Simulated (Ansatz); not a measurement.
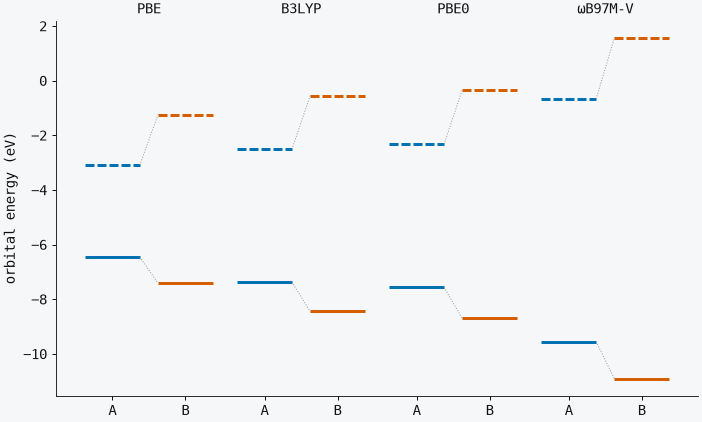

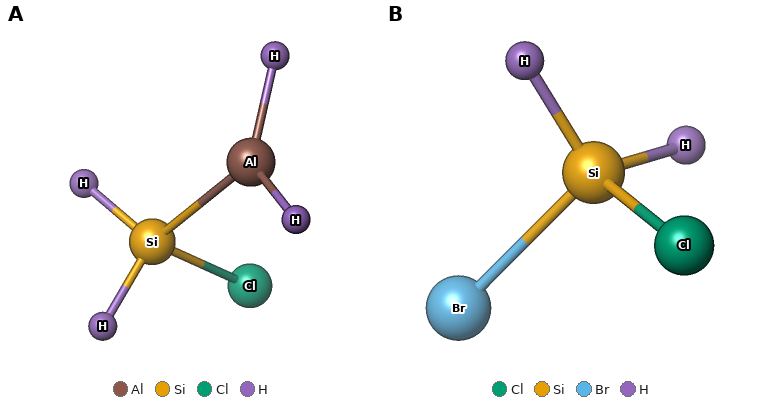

One change: A, AlSiH₄Cl (SMILES [AlH2][SiH2]Cl), becomes B, SiH₂BrCl (SMILES Cl[SiH2]Br). AlH₂ on Si is replaced by Br. HOMO (solid) and LUMO (dashed) computed in def2-TZVPP at PBE0-D4/def2-TZVP geometries, both minima by their frequencies, gas phase, the Ansatz code 0.2.0. Empty levels above zero depend strongly on the basis.

Question: What does the change do to HOMO and LUMO?

Answer: PBE: the HOMO falls by 0.95 eV, the LUMO rises by 1.85 eV, and the separation goes from 3.36 to 6.17 eV. B3LYP: the HOMO falls by 1.08 eV, the LUMO rises by 1.96 eV, and the separation goes from 4.86 to 7.89 eV. PBE0: the HOMO falls by 1.14 eV, the LUMO rises by 2.00 eV, and the separation goes from 5.23 to 8.38 eV. ωB97M-V: the HOMO falls by 1.36 eV, the LUMO rises by 2.23 eV, and the separation goes from 8.89 to 12.48 eV.

Question: Do the functionals agree on the effect?

Answer: They agree on the direction for both levels; the HOMO shift lies between −1.36 and −0.95 eV and the LUMO shift between 1.85 and 2.23 eV, while the separations themselves differ by up to 6.3 eV between functionals.
